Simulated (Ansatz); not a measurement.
# wB97M-V/def2-SVPD run of GaH2ClO (SMILES [OH][GaH][Cl])

Aim: the electronic atomisation energy of GaH2ClO at wB97M-V/def2-SVPD, from 5 runs. 

The calculation is run with Ansatz 0.2.0.

50 further runs of the same task are left out: 1 that didn't finish, 49 set aside as unsound or not needed. Runs told in other sessions of the task aren't counted.

### Step 1. The structure to begin with

The species is GaH2ClO (5 atoms), meant as a singlet with charge 0. SMILES: `[OH][GaH][Cl]`. The coordinates come from a PBE0-D4/def2-TZVP relaxation. This is one conformer, not always the lowest.

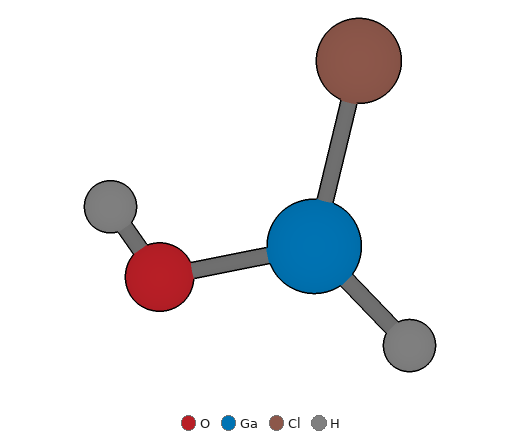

Viewed from a chosen angle; oxygen red, gallium blue, chlorine brown, hydrogen grey.

### Step 2. The energy at wB97M-V/def2-SVPD

Contents of job.yaml:

```yaml
basis:
  gaussian:
    orbitals: def2-SVPD
crystal:
  periodic: [false, false, false]
  atoms:
    - {symbol: O, position_ang: [-1.152400, 0.516000, -0.496900]}
    - {symbol: Ga, position_ang: [0.470000, 0.208100, 0.146200]}
    - {symbol: Cl, position_ang: [0.927500, -1.856600, 0.504600]}
    - {symbol: H, position_ang: [-1.672300, -0.281800, -0.622300]}
    - {symbol: H, position_ang: [1.477200, 1.340600, 0.426900]}
total_charge: 0
hamiltonian:
  xc: {name: wB97M-V}
accuracy: high
output: {orbitals: {seedname: orbitals}}
```

Started as:

```
$ ansatz run job.yaml --threads 1 --pin off --max-ram 3480MiB --events-out events.jsonl --progress --plain --runs-dir runs
```

The log of the run:

```text
Warning: RAYON_NUM_THREADS=1 ignored (pool sized by the plan → 1); use --threads N
Functional definition: wB97M-V
  name "wB97M-V"
  parameter omega = 0.3/bohr
  parameter cx = 0.15
  parameter cx01 = 1.007
  parameter cx10 = 0.259
  parameter css00 = 0.443
  parameter css04 = -1.437
  parameter css10 = -4.535
  parameter css20 = -3.390
  parameter css43 = 4.278
  parameter cos00 = 1.000
  parameter cos10 = 1.358
  parameter cos20 = 2.924
  parameter cos21 = -8.812
  parameter cos60 = -1.390
  parameter cos61 = 9.142
  parameter b = 6.0
  parameter c = 0.01
  gx(w, u) = 1 - cx + cx01*u + cx10*w
  gss(w, u) = css00 + css04*u^4 + css10*w + css20*w^2 + css43*w^4*u^3
  gos(w, u) = cos00 + cos10*w + (cos20 + cos21*u)*w^2 + (cos60 + cos61*u)*w^6
  exchange = spin_sum(e_x_unif_sr(omega)*gx(b97_w, b97_u_x)) + cx*exact_x_sr(omega) + exact_x_lr(omega)
  correlation = spin_sum(e_c_pw_mod_same_spin*gss(b97_w, b97_u_same))
      + integral(e_c_pw_mod_opposite_spin*gos(b97_w_opposite, b97_u_opposite)) + vv10(b, c)
1964 factors; integrals over basis functions are off by at most 4.3e-9 eV
468 factors; integrals over basis functions are off by at most 1.6e-9 eV
mean field evaluation 1: about -66961.6509 eV, gradient 5.3e1 eV
mean field evaluation 2: about -66957.7614 eV, gradient 7.2e1 eV
mean field evaluation 4: about -66966.6518 eV, gradient 2.1e0 eV
mean field evaluation 8: about -66966.7007 eV, gradient 1.8e-1 eV
mean field evaluation 16: about -66966.7008 eV, gradient 3.0e-5 eV
mean field -66966.70080633 eV, -2460.9808629726 hartree, gradient 5.5e-8 eV, S^2 0.000000; 0 other end points of the search recorded, 0 dependent functions left out
reference -66966.70081100 eV, -2460.9808631440 hartree; 29, 29 occupied and 75, 75 virtual orbitals, 1964 factors
Total energy: -66966.70081100 eV, -2460.9808631440 hartree
```

Wall time 64 s (1 thread of Intel Xeon Platinum 8259CL at 2.50GHz (Skylake/Cascade Lake), shared host); peak memory 0.65 GiB.

### Step 3. The Cl atom, same level

Contents of molecule.yaml:

```yaml
crystal:
  periodic: [false, false, false]
  atoms:
    - {symbol: Cl, position_ang: [0.000000, 0.000000, 0.000000]}
basis:
  gaussian: {orbitals: def2-SVPD}
magnetization: {spin_polarized: true, initial_magnetization: 1}
hamiltonian: {xc: {name: wB97M-V}}
accuracy: high
```

Run the same way, it converges to -459.97795 Eh (log not shown).

### Step 4. The Ga atom

Contents of input.yaml:

```yaml
crystal:
  periodic: [false, false, false]
  atoms:
    - {symbol: Ga, position_ang: [0.000000, 0.000000, 0.000000]}
basis:
  gaussian: {orbitals: def2-SVPD}
magnetization: {spin_polarized: true, initial_magnetization: 1}
hamiltonian: {xc: {name: wB97M-V}}
accuracy: high
```

Started as:

```
$ ansatz run input.yaml --threads 1 --pin off --max-ram 3480MiB --events-out events.jsonl --progress --plain --runs-dir runs
```

The log of the run (excerpt; [...] marks lines left out):

```text
Warning: RAYON_NUM_THREADS=1 ignored (pool sized by the plan → 1); use --threads N
Functional definition: wB97M-V
  name "wB97M-V"
[...]
  gx(w, u) = 1 - cx + cx01*u + cx10*w
  gss(w, u) = css00 + css04*u^4 + css10*w + css20*w^2 + css43*w^4*u^3
  gos(w, u) = cos00 + cos10*w + (cos20 + cos21*u)*w^2 + (cos60 + cos61*u)*w^6
[...]
      + integral(e_c_pw_mod_opposite_spin*gos(b97_w_opposite, b97_u_opposite)) + vv10(b, c)
371 factors; integrals over basis functions are off by at most 3.9e-9 eV
120 factors; integrals over basis functions are off by at most 2.8e-9 eV
[...]
mean field -52367.22040996 eV, -1924.4598542892 hartree, gradient 1.5e-8 eV, S^2 0.752760; 0 other end points of the search recorded, 0 dependent functions left out
reference -52367.22041239 eV, -1924.4598543786 hartree; 16, 15 occupied and 22, 23 virtual orbitals, 371 factors
Total energy: -52367.22041239 eV, -1924.4598543786 hartree
```

Run time: 14 s. Hardware: 1 thread of Intel Xeon Platinum 8259CL at 2.50GHz (Skylake/Cascade Lake), shared host; peak memory 0.34 GiB.

### Step 5. The H atom at the same level

Contents of run.yaml:

```yaml
crystal:
  periodic: [false, false, false]
  atoms:
    - {symbol: H, position_ang: [0.000000, 0.000000, 0.000000]}
basis:
  gaussian: {orbitals: def2-SVPD}
magnetization: {spin_polarized: true, initial_magnetization: 1}
hamiltonian: {xc: {name: wB97M-V}}
accuracy: high
```

Run the same way, it converges to -0.49171 Eh (log not shown).

### Step 6. The O atom

Contents of molecule.yaml:

```yaml
crystal:
  periodic: [false, false, false]
  atoms:
    - symbol: O
      position_ang: [0.000000, 0.000000, 0.000000]
basis:
  gaussian:
    orbitals: def2-SVPD
total_charge: 0
magnetization:
  spin_polarized: true
  initial_magnetization: 2
hamiltonian:
  xc: {name: wB97M-V}
accuracy: high
```

Started as:

```
$ ansatz run molecule.yaml --threads 1 --pin off --max-ram 3480MiB --events-out events.jsonl --progress --plain --runs-dir runs
```

The log of the run (excerpt; [...] marks lines left out):

```text
Warning: RAYON_NUM_THREADS=1 ignored (pool sized by the plan → 1); use --threads N
Functional definition: wB97M-V
  name "wB97M-V"
[...]
  gx(w, u) = 1 - cx + cx01*u + cx10*w
  gss(w, u) = css00 + css04*u^4 + css10*w + css20*w^2 + css43*w^4*u^3
  gos(w, u) = cos00 + cos10*w + (cos20 + cos21*u)*w^2 + (cos60 + cos61*u)*w^6
[...]
      + integral(e_c_pw_mod_opposite_spin*gos(b97_w_opposite, b97_u_opposite)) + vv10(b, c)
191 factors; integrals over basis functions are off by at most 1.9e-9 eV
85 factors; integrals over basis functions are off by at most 7.0e-10 eV
[...]
mean field -2040.55461130 eV, -74.9889988275 hartree, gradient 4.3e-8 eV, S^2 2.004599; 0 other end points of the search recorded, 0 dependent functions left out
reference -2040.55461410 eV, -74.9889989307 hartree; 5, 3 occupied and 18, 20 virtual orbitals, 191 factors
Total energy: -2040.55461410 eV, -74.9889989307 hartree
```

It took 2.7 s on 1 thread of Intel Xeon Platinum 8259CL at 2.50GHz (Skylake/Cascade Lake), shared host; peak memory 0.18 GiB.

### Step 7. Outcome

Level: wB97M-V/def2-SVPD.

| quantity | value |
| --- | --- |
| molecule: total energy | -2460.98086 Eh |
| molecule: HOMO energy | -11.37 eV |
| molecule: LUMO energy | 0.48 eV |
| molecule: HOMO–LUMO gap | 11.85 eV |
| Cl atom: total energy | -459.97795 Eh |
| Cl atom: ⟨S²⟩ | 0.752 |
| Ga atom: total energy | -1924.45985 Eh |
| Ga atom: ⟨S²⟩ | 0.753 |
| H atom: total energy | -0.49171 Eh |
| H atom: ⟨S²⟩ | 0.750 |
| O atom: total energy | -74.98900 Eh |
| O atom: ⟨S²⟩ | 2.005 |
| electronic atomisation energy | 15.528 eV |

**Reading.** Taking the molecule apart into free atoms costs 15.53 eV (358 kcal/mol), before zero-point energy and without spin-orbit coupling.
